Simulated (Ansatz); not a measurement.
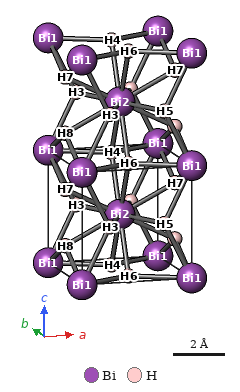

This is the input geometry for a relaxation of crystalline BiH₃ (a generated structure, set up in Pm-3n) (coarse preliminary run). Style: ball-and-stick. Shown: the cell of the calculation, repeated 1 × 1 × 2 with one cell outlined, slightly off an axis.

All numbers below come from DFT PBE, scalar-relativistic, plane waves, PAW in Ansatz 0.2.0.

Input file:
```yaml
crystal:
  lattice:
    - [4.51039474, 0.0, 0.0]
    - [0.0, 4.51039474, 0.0]
    - [0.0, 0.0, 4.51039474]
  atoms:
    - { symbol: Bi, position: [0.0, 0.0, 0.0] }
    - { symbol: Bi, position: [0.5, 0.5, 0.5] }
    - { symbol: H, position: [0.25, 0.0, 0.5] }
    - { symbol: H, position: [0.5, 0.75, 0.0] }
    - { symbol: H, position: [0.75, 0.0, 0.5] }
    - { symbol: H, position: [0.5, 0.25, 0.0] }
    - { symbol: H, position: [0.0, 0.5, 0.75] }
    - { symbol: H, position: [0.0, 0.5, 0.25] }
basis:
  ecutwfc: 420
kpoints:
  mp_grid: { grid: [4, 4, 4] }
hamiltonian:
  xc: pbe
scf:
  occupations: { method: gaussian, width: 0.1 }
  lower_state_search: "off"
output:
  forces: true
  stress: true
  eigenvalues: true
relax:
  adjacent_minimum: "off"
  f_tol: 0.04
  max_steps: 70
  cell: { stress_tol: 0.4 }
```

Run as
```bash
ansatz run input.yaml --threads 1 --pin off --max-ram 2048MiB --backend cpu --events-out ev --progress --plain --runs-dir out
```

Question: Where does the relaxation end?

Answer: After 2 accepted moves (3 points after the start) the energy has fallen by 42.9 meV per atom. All forces vanish by symmetry, so only the cell relaxes. The pressure goes from −7.93 to −0.28 GPa. The SCF was repeated once at an unchanged geometry on a basis and grid sized afresh for the cell, which shifted the energy by 1.0 meV per atom at most. The atoms keep their places relative to the cell (all moves are under 0.005 Å). The drawn cell changes as follows: a = b = c 4.510 → 4.308 Å (−4.5 %); the volume changes by −12.9 %. Among the contacts that change: Bi1–H3 2.521 → 2.408 Å. The space group stays Pm-3n (No. 223).

Step by step:

```
step  E − E(0), meV/atom  pressure, GPa  volume, Å³/atom                      note
   0                0.00          -7.93           11.470                          
   1              -43.80           0.77            9.873                          
   2              -43.89          -0.20            9.996                          
   3              -42.93          -0.28            9.996  same geometry, new basis
```

Final geometry:

```
Bi H
1.0
     4.30826    0.00000    0.00000
     0.00000    4.30826    0.00000
     0.00000    0.00000    4.30826
Bi H
2 6
Direct
  0.00000 0.00000 0.00000
  0.50000 0.50000 0.50000
  0.25000 0.00000 0.50000
  0.50000 0.75000 0.00000
  0.75000 0.00000 0.50000
  0.50000 0.25000 0.00000
  0.00000 0.50000 0.75000
  0.00000 0.50000 0.25000
```

The end point in the same view:

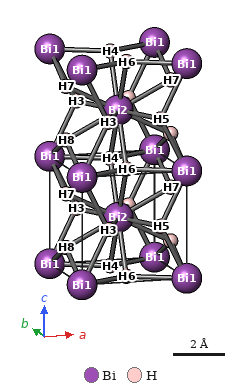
